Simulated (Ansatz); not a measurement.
```xyz
8

Al    0.1040   -0.1145    0.1849
F    -0.1359    0.7115    1.6032
Cl    1.8938    0.2989   -0.8681
F    -1.2510   -0.4009   -0.7285
N     0.4057   -1.9641    0.9252
H    -0.2895   -2.5996    0.5606
H     1.3179   -2.3293    0.6932
H     0.3201   -1.9501    1.9316
```

All numbers below come from RHF/def2-SVP (Ansatz).

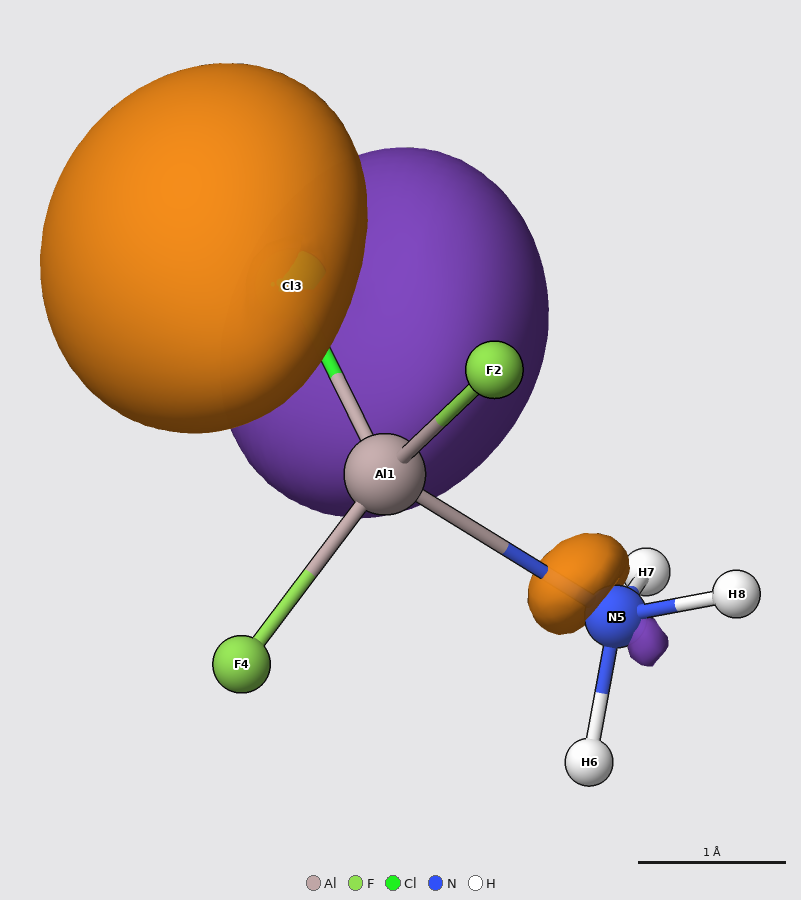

AlClF2H3N. The HOMO−1 at ±0.1 Å⁻³ᐟ² (orange and purple are the two phases), seen at an oblique angle.

Where does this orbital lie, and at what energy?

Answer. By Hirshfeld shares it lies mainly on Cl3 (about 90 %); largely a lone pair of Cl3. Its energy is −12.12 eV.
